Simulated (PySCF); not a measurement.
B(All)(Cl)2, SMILES C=CCB(Cl)Cl at its B3LYP/def2-SVP optimised geometry (Å):

```
11

B     -0.6626    -0.3221     0.0000
C      0.9096    -0.3221     0.0000
C      1.5965     0.8661     0.6169
C      2.4839     0.8064     1.6138
H      1.1638    -0.3721    -1.0831
H      1.2832    -1.2678     0.4256
H      1.3224     1.8457     0.2077
H      2.7871    -0.1468     2.0605
H      2.9418     1.7114     2.0225
Cl    -1.5965     1.1730     0.0000
Cl    -1.5481    -1.8457    -0.0808
```

Method: B3LYP/def2-TZVP run with PySCF. Cells within 0.4 Å of a nucleus heavier than hydrogen are left out (blank, or x).

Map of the log10 of the electron density (e/bohr³), floored at −4 on the plane z = 0.6 Å:

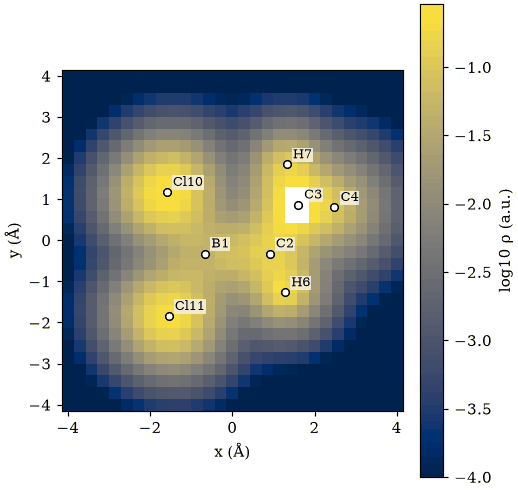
*Log10 of the electron density (e/bohr³), floored at −4 on the plane z = 0.6 Å.*
